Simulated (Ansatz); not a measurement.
# Ga2S3 (Imm2): how G0W0 depends on its starting point, part 2 of 2

How much of the starting functional survives in the G0W0 gap of Ga2S3 (Imm2)?

Ansatz 0.2.0; G0W0 on several functionals, plane waves, PAW. Known limits of the many-body steps: not at the basis limit; no spin-orbit coupling.

So far. Step 3 (G0W0 on r2SCAN): Against the run with 4×4×4 mesh, 248 empty bands, screening to 100 eV, PAW set soft_1 files on LDA, the gap moves by +0.38 eV, while the start moved by +0.72 eV. Step 4 (G0W0 on HSE06): Against the run with 4×4×4 mesh, 248 empty bands, screening to 100 eV, PAW set soft_1 files on r2SCAN, the gap moves by +0.25 eV, while the start moved by +0.64 eV.

In doubt: masses and optical values from hybrid runs of this build are listed as unsure (steps 4, 5, 6), which bears on the screening that GW takes from such a start.

### 5. G0W0 on PBE0

This step: G0W0 on PBE0, plane waves, PAW; PAW set soft_1.

input.yaml reads:

```yaml
crystal:
  lattice:
    - [-1.83633776, 5.57061928, 2.67305246]
    - [1.83633776, -5.57061928, 2.67305246]
    - [1.83633776, 5.57061928, -2.67305246]
  atoms:
    - { symbol: Ga, position: [0.16642079, 0.00736566, 0.15905513] }
    - { symbol: Ga, position: [0.84831053, 0.00736566, 0.84094487] }
    - { symbol: S, position: [0.90747666, 0.24172383, 0.66575283] }
    - { symbol: S, position: [0.575971, 0.24172383, 0.33424717] }
    - { symbol: S, position: [0.25182003, 0.25182003, 0.0] }
kpoints:
  mp_grid: { grid: [4, 4, 4] }
hamiltonian:
  xc: pbe0
  pseudopotentials: { kind: paw, azcp: { folder: soft_1 } }
scf:
  occupations: { method: fixed }
gw:
  n_empty_bands: 248
  ecut_chi: 100
  qp_bands: [v2, c2]
  qp_kpoints: band_edges
  screening: { model: contour_deformation }
```

On the command line:

```sh
$ ansatz run input.yaml --threads 2 --pin off --max-ram 92160MiB --backend cuda --events-out ev --progress --plain --runs-dir out --devices 1 --max-vram 13GiB
```

Numbers of over 12 decimals in the logs are rounded to 6 here.

The log of the run:

```text
GPUs: using 1 of 1 available (devices: 1).
[...]
GPU FFT provider: cuFFT
GPU libraries: cuBLAS 13.8.2, cuFFT 12.4.0, cuSOLVER 12.3.4
Crystal: 5 atoms, lattice volume = 109.376 Å³
Basis set: ecut = 420 eV, 2133 PW (Γ)
Bands: 27, of which v1, the nominal top of the filled ones, is band 22 counted from 1 (21 counted from 0)
Symmetry: 4 space group operations
[...]
k-points: 18 of 64 (time reversal used)
[...]
2    23      8.7876    -6.3080    -3.4544    -9.6603  0.8390     8.6856     8.6855  root
     2    24      9.0482    -8.5645    -3.5997   -12.3180  0.8270     9.2021     9.2019  root
[...]
17    21      2.7131   -19.2217     1.8737   -17.3346  0.8045     2.6998     2.6998  root
    17    22      4.6865   -18.8561     2.0550   -16.7539  0.7959     4.6393     4.6393  root
    17    23      8.6085    -6.5803    -3.5871   -10.1046  0.8367     8.5456     8.5456  root
    17    24      9.0018    -8.4327    -3.6152   -12.1787  0.8283     9.1327     9.1326  root
[key lines of the parts left out:]
Free energy (F): -10279.008883 eV
Fermi energy:    4.686507 eV
```

The job ended after 67 s (1 × NVIDIA H100 80GB HBM3 (shared by 6 runs) with 2 threads of AMD EPYC 7R13 (Zen 3), shared host; peak memory 1.8 GiB; 81 s of CPU time).

Numbers from this step:

| Item | Value |
| --- | --- |
| bands summed | 270 |
| RPA ε∞ on this mesh (eigenvalues) | 4.109, 4.255, 4.520 |
| plane waves in the screening matrix | 239 |
| G0W0 gap on the mesh | 3.469 eV |
| k of the valence top | -0.5, -0.5, -0.5 |
| k of the conduction bottom | 0, 0, 0 |
| starting gap on the mesh | 3.300 eV |
| least direct G0W0 gap on the computed points | 3.599 eV |

Against the run with 4×4×4 mesh, 248 empty bands, screening to 100 eV, PAW set soft_1 files on HSE06, the gap moves by +0.21 eV, while the start moved by +0.70 eV.

### 6. G0W0 on Hartree-Fock

This step: G0W0 on Hartree-Fock, plane waves, PAW; PAW set soft_1.

input.yaml, as its differences from that of step 5:

```diff
@@ -14,3 +14,3 @@
 hamiltonian:
-  xc: pbe0
+  xc: hf
   pseudopotentials: { kind: paw, azcp: { folder: soft_1 } }
```

The log of the run:

```text
GPUs: using 1 of 1 available (devices: 1).
[...]
GPU FFT provider: cuFFT
GPU libraries: cuBLAS 13.8.2, cuFFT 12.4.0, cuSOLVER 12.3.4
Crystal: 5 atoms, lattice volume = 109.376 Å³
Basis set: ecut = 420 eV, 2133 PW (Γ)
Bands: 27, of which v1, the nominal top of the filled ones, is band 22 counted from 1 (21 counted from 0)
Symmetry: 4 space group operations
[...]
k-points: 18 of 64 (time reversal used)
[...]
2    23     12.2095    -5.4475    -2.7000    -5.4635  0.9010     9.5435     9.5256  root
     2    24     12.9892    -7.3761    -2.7856    -7.3896  0.8957    10.2363    10.2171  root
[...]
17    21      0.6339   -19.1177     1.4127   -19.0752  0.8806     1.9988     2.0041  root
    17    22      2.6793   -18.8121     1.4788   -18.7814  0.8777     4.1209     4.1273  root
    17    23     12.1193    -5.5522    -2.7489    -5.5768  0.9003     9.4136     9.3949  root
    17    24     12.9604    -7.4879    -2.8334    -7.5063  0.8951    10.1654    10.1455  root
[key lines of the parts left out:]
Free energy (F): -10157.985535 eV
Fermi energy:    2.679294 eV
```

Run time: 53 s. Hardware: 1 × NVIDIA H100 80GB HBM3 (shared by 6 runs) with 2 threads; peak memory 1.8 GiB.

This step gave:

```
bands summed                                 : 270
RPA ε∞ on this mesh (eigenvalues)            : 2.556, 2.587, 2.613
plane waves in the screening matrix          : 239
G0W0 gap on the mesh                         : 5.042 eV
k of the valence top                         : -0.5, -0.5, -0.5
k of the conduction bottom                   : 0, 0, 0
starting gap on the mesh                     : 9.365 eV
least direct G0W0 gap on the computed points : 5.173 eV
```

Against the run with 4×4×4 mesh, 248 empty bands, screening to 100 eV, PAW set soft_1 files on PBE0, the gap moves by +1.57 eV, while the start moved by +6.07 eV.

### 7. The starts together

All on the 4×4×4 mesh with 248 empty bands and screening to 100 eV. Times are wall times on 1 × NVIDIA H100 80GB HBM3 (shared by 6 runs) with 2 threads of AMD EPYC 7R13 (Zen 3), shared host, good to a factor of about two.

```tsv
start	starting gap (eV)	shift (eV)	G0W0 gap (eV)	RPA ε∞ (harmonic mean)	Z (valence, conduction)	time
LDA	1.25	+1.38	2.63	6.42	0.74, 0.78	22 s
r2SCAN	1.97	+1.05	3.01	5.23	0.76, 0.80	25 s
HSE06	2.60	+0.66	3.26	4.65	0.78, 0.82	70 s
PBE0	3.30	+0.17	3.47	4.29	0.80, 0.83	67 s
Hartree-Fock	9.37	−4.32	5.04	2.59	0.88, 0.89	53 s
```

How the two edges are built up, in eV (the quasiparticle level is the starting level plus Σx plus Σc less Vxc):

```tsv
run	edge	start	Σx	Σc	Vxc	Z	QP
LDA	valence top	5.51	-18.83	2.39	-15.85	0.74	4.92
LDA	conduction bottom	6.76	-10.24	-3.77	-14.81	0.78	7.55
r2SCAN	valence top	5.50	-18.87	2.34	-15.93	0.76	4.91
r2SCAN	conduction bottom	7.46	-9.95	-3.72	-14.13	0.80	7.92
HSE06	valence top	5.07	-18.85	2.17	-16.36	0.78	4.76
HSE06	conduction bottom	7.67	-9.70	-3.66	-13.69	0.82	8.02
PBE0	valence top	4.69	-18.86	2.06	-16.75	0.80	4.64
PBE0	conduction bottom	7.99	-9.68	-3.57	-13.37	0.83	8.11
```

For a hybrid start, Vxc holds its share of exact exchange.

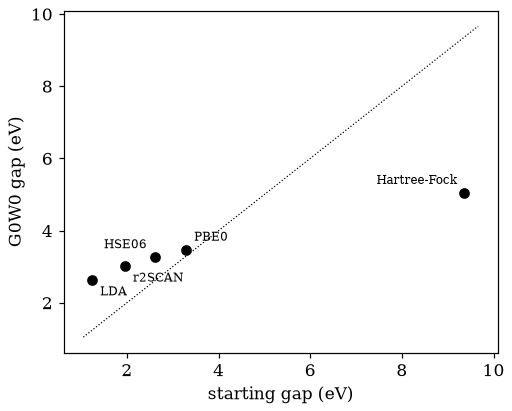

G0W0 gap against starting gap; on the dotted line the correction would vanish.

### 8. Outcome

```
G0W0@LDA          : 2.63 eV (start 1.25 eV)
G0W0@r2SCAN       : 3.01 eV (start 1.97 eV)
G0W0@HSE06        : 3.26 eV (start 2.60 eV)
G0W0@PBE0         : 3.47 eV (start 3.30 eV)
G0W0@Hartree-Fock : 5.04 eV (start 9.37 eV)
known limits      : not at the basis limit; no spin-orbit coupling
```

**Reading.** The starting gaps span 8.12 eV and the G0W0 gaps 2.41 eV. Between LDA and Hartree-Fock, 2.41 eV of the 8.12 eV survives, 30 %. Hartree-Fock screens less than LDA (ε∞ 2.59 against 6.42). Of the 2.41 eV by which its G0W0 gap is higher, the correlation part gives +1.78 eV, and exchange with the one-particle terms, which follow the orbitals, +0.63 eV. On Hartree-Fock the correction is negative: that start lies above its own G0W0 value. The smallest correction, +0.17 eV, is on PBE0, the start nearest to reproducing itself. Bands and cutoff are finite, so the gap is not at the basis limit. The miss can reach some tenths of an eV and take either sign; the mesh is an error of its own. The program warns that the mesh is coarse for exact exchange, which bears on the hybrid start's gap. The many-body steps are scalar-relativistic: spin-orbit coupling is not in them.

[Paths, hosts, dates, memory and timing lines, banners, echoed tables and standing remarks are left out of the program output.]

[Logs are printed without paths, hosts, clocks, repeated set-up lines and the standing remarks that a program may print on its own settings, such as how far it seeks lower states.]

[Runs of the session that timed out or met a known fault of the program may be left out.]

[Cells called generated may have been cut or substituted from an entry of the Crystallography Open Database or the Materials Project.]

[Hosts, paths, dates, database ids (printed as entryN), source tags and the programs' standing remarks are cut or masked in the printed files.]
